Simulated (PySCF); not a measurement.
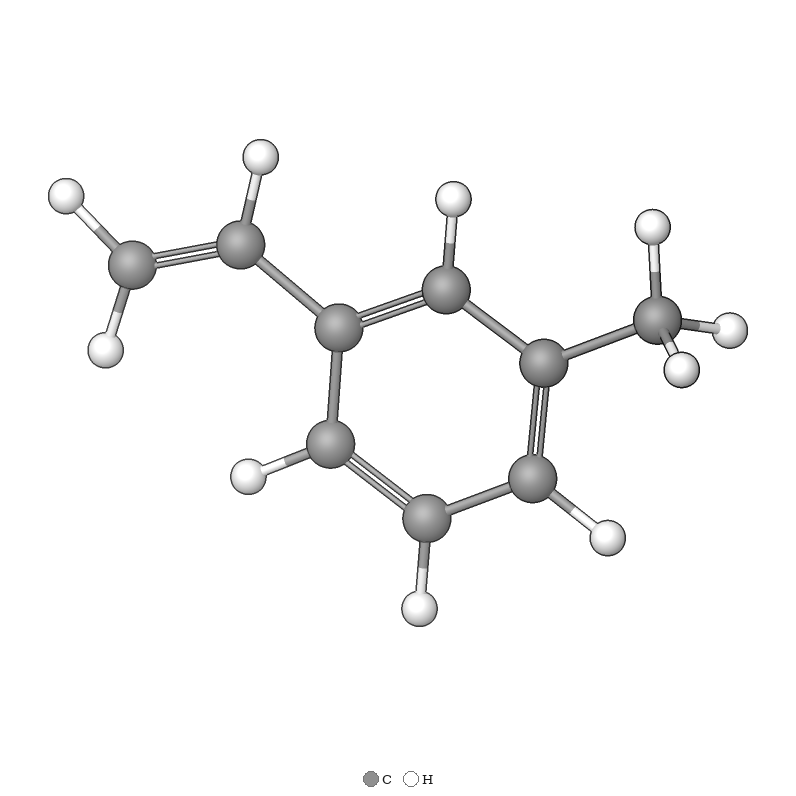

Rendered structure (ball-and-stick style). Double and triple bonds are drawn as two and three sticks.

The geometry was computed by an optimisation with PBE0-D3(BJ)/def2-SVP. No frequency run is at hand to confirm it as a minimum.

Count the atoms of each element.

Answer. C₉H₁₀, 19 atoms: 9 carbon and 10 hydrogen.

Write the SMILES.

Answer. C=Cc1cccc(C)c1

Does it have rings?

Answer. Independent rings (smallest set): 1 of 6 members, 1 of them aromatic.

The parts below concern this one geometry. Atoms keep their numbers from picture to picture.

Levels of theory compared

No frequency run is at hand to confirm it as a minimum. Program: PySCF 2.14.0.

Compare HOMO energy (eV) at these levels: PBE0/pcSseg-1 in chloroform (IEF-PCM); PBE0/pcSseg-1 in dimethylsulfoxide (IEF-PCM); ωB97X-D/def2-SVPD; ωB97X-D/def2-SVPD in chloroform (IEF-PCM); ωB97X-D/def2-SVPD in dimethylsulfoxide (IEF-PCM).

| level | HOMO energy (eV) |
| --- | --- |
| PBE0/pcSseg-1 in chloroform (IEF-PCM) | −6.54 |
| PBE0/pcSseg-1 in dimethylsulfoxide (IEF-PCM) | −6.59 |
| ωB97X-D/def2-SVPD | −8.20 |
| ωB97X-D/def2-SVPD in chloroform (IEF-PCM) | −8.23 |
| ωB97X-D/def2-SVPD in dimethylsulfoxide (IEF-PCM) | −8.27 |

Excitation

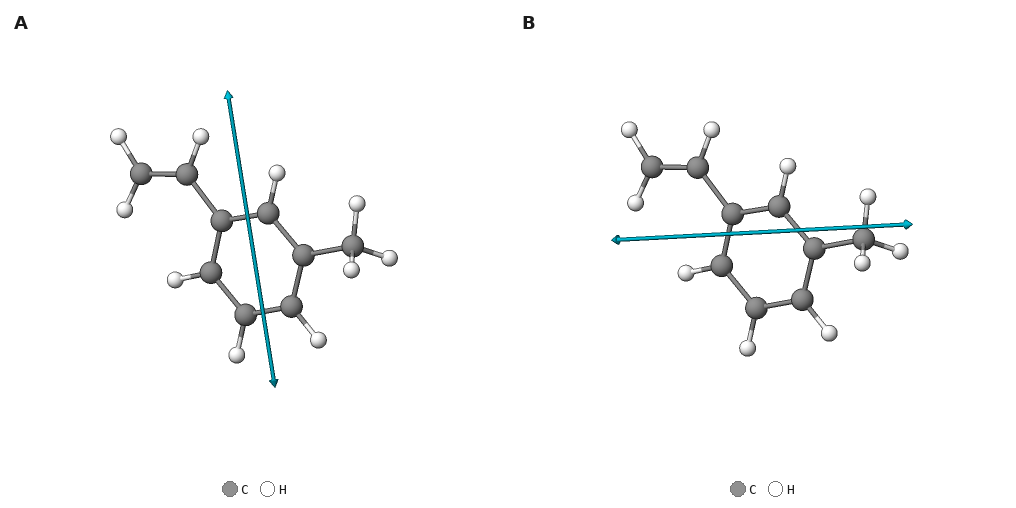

The double arrows show the directions of two transition dipoles from the ground state (lengths mean nothing). No frequency run is at hand to confirm it as a minimum. Level of theory: TDDFT ωB97X-D/def2-SVPD, vertical, IEF-PCM dimethylsulfoxide (non-equilibrium linear response), core orbitals frozen in the response (PySCF 2.14.0).

One belongs to singlet state 2 and one to singlet state 3. Which is which?

Answer. A: state 2, 5.01 eV (248 nm), oscillator strength 0.018, mainly HOMO−1 → LUMO (weight 0.56).
B: state 3, 6.12 eV (203 nm), oscillator strength 0.71, mainly HOMO → LUMO+1 (weight 0.58).

NMR shielding

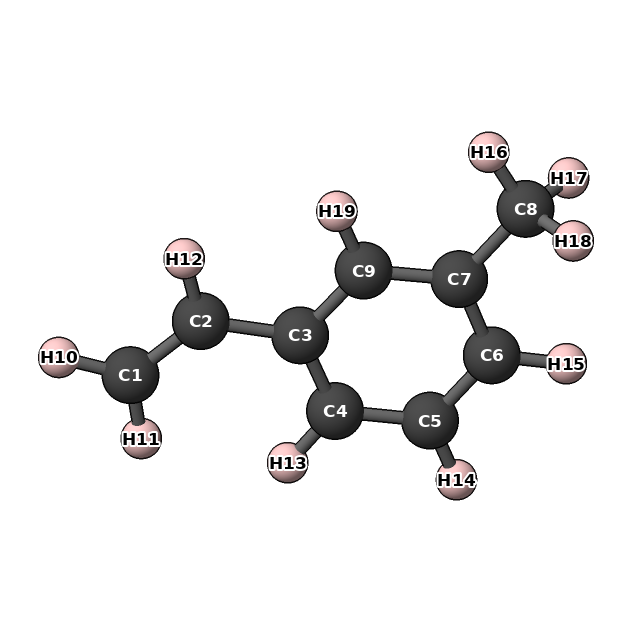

No frequency run is at hand to confirm it as a minimum. Method: GIAO PBE0/pcSseg-1 NMR shielding, non-relativistic, IEF-PCM dimethylsulfoxide (PySCF 2.14.0). Principal shieldings σ11 ≤ σ22 ≤ σ33, span Ω = σ33 − σ11, skew κ = 3(σiso − σ22)/Ω.

Give the shielding tensors of the C atoms.

| atom | σ11 | σ22 | σ33 | σiso | Ω | κ |
| --- | --- | --- | --- | --- | --- | --- |
| C1 | −48.9 | 70.7 | 170.5 | 64.1 | 219.3 | −0.09 |
| C2 | −75.3 | 53.1 | 140.6 | 39.5 | 215.9 | −0.19 |
| C3 | −52.3 | 10.8 | 172.7 | 43.7 | 225.0 | 0.44 |
| C4 | −43.5 | 40.9 | 182.5 | 60.0 | 226.0 | 0.25 |
| C5 | −60.7 | 37.2 | 174.6 | 50.4 | 235.4 | 0.17 |
| C6 | −55.1 | 37.2 | 165.8 | 49.3 | 220.9 | 0.16 |
| C7 | −65.3 | 9.0 | 174.1 | 39.2 | 239.4 | 0.38 |
| C8 | 141.5 | 156.1 | 188.6 | 162.1 | 47.0 | 0.38 |
| C9 | −45.3 | 44.2 | 143.9 | 47.6 | 189.2 | 0.05 |

Shieldings and span in ppm.

Polarisability

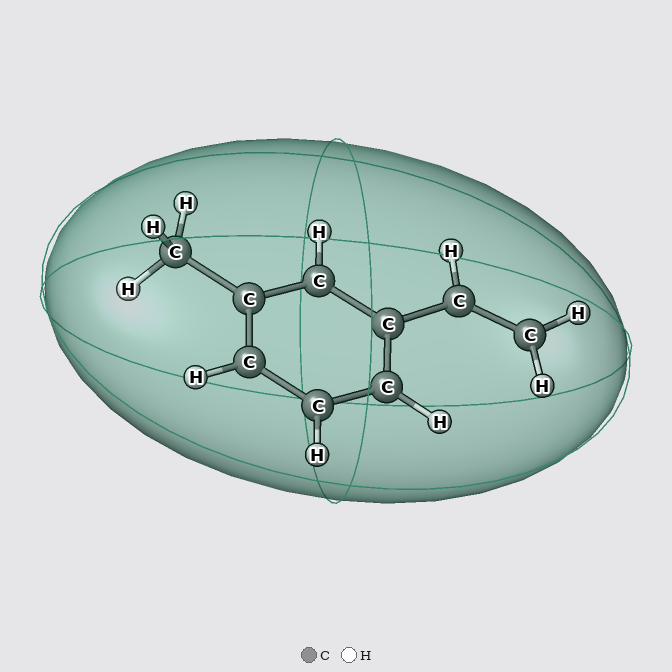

The ellipsoid shows the static dipole polarisability: its half-axes are proportional to the principal values. No frequency run is at hand to confirm it as a minimum. Level of theory: ωB97X-D/def2-SVPD (PySCF 2.14.0).

How large and how anisotropic is the polarisability?

Answer. Principal values 65.0, 109.7, 157.8 bohr³; mean 110.8 bohr³ (16.42 Å³); anisotropy 80.3 bohr³, so the longest axis is 2.43 times the shortest.
